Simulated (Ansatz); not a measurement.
## Amorphous Ge-Sb-Te (Ge₁₄Sb₁₄Te₃₅)

Preparation: random packing, a CHGNet melt and quench, and a DFT relaxation. The hot cell started wider than the set density and was brought back towards it in steps. It is the lowest in DFT energy of 4 quenches. It is a model cell: composition and starting density were chosen by hand, and all elements were melted together. No dispersion term was used.

Computed with PBE, scalar-relativistic without spin-orbit coupling, PAW (Ansatz default set, large-core Te) (plane waves to 420 eV; Ansatz, a quantum-chemistry and plane-wave program). Geometry, pressure, stress and energy are those of the PBE run. Its sampling: a 2×2×2 Γ-centred mesh; Fermi-Dirac width 0.05 eV; no spin polarisation. So small a spacing is near the smearing width and the bands' dispersion over the mesh, so it is a value of this cell and mesh.

The number of atoms in the cell is 63 and the density (held, not predicted) is 5.65 g/cm³. The volume per atom comes out as 33.52 Å³ and the pressure on a 2×2×2 Γ-centred mesh is 0.46 GPa. The largest force and stress component on that mesh (the relaxation ran on one k-point at (1/4, 1/4, 1/4)) is 0.19 eV/Å and 0.5 GPa, the gap on a 2×2×2 Γ-centred mesh (PBE) is 0.27 eV and the gap at the zone centre (PBE) is 0.46 eV.

Bonds are counted up to Ge-Ge 2.85 Å, Ge-Sb 3.20 Å, Ge-Te 3.06 Å, Sb-Sb 3.34 Å, Sb-Te 3.42 Å, Te-Te 3.31 Å.

```yaml
Mean coordination of Ge: 3.43 (8 with 3, 6 with 4)
Mean coordination of Sb: 4.79 (1 with 3, 3 with 4, 8 with 5, 2 with 6)
Mean coordination of Te: 2.94 (9 with 2, 20 with 3, 5 with 4, 1 with 5)
Mean Sb-Te bond: 3.070 Å (spread 0.164 Å, 61 counted)
Mean Ge-Te bond: 2.766 Å (spread 0.092 Å, 42 counted)
```

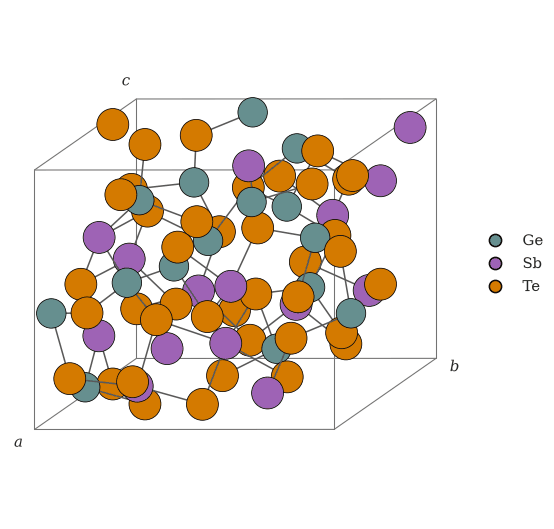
Figure. The relaxed cell

Its density started from a set value of 5.65 g/cm³. Cooling (nominally 12 K/ps over its main leg) ran many orders faster than in experiment, which tends to leave more defects and strain. A cell of this size samples the disorder only roughly. The volume was held where the preparation left it and the shape relaxed, at a PBE pressure of 0.5 GPa. Stress components on the final sampling reach 0.5 GPa. On a 2×2×2 Γ-centred mesh force components of up to 0.19 eV/Å stay, since the relaxation ran on one k-point at (1/4, 1/4, 1/4).
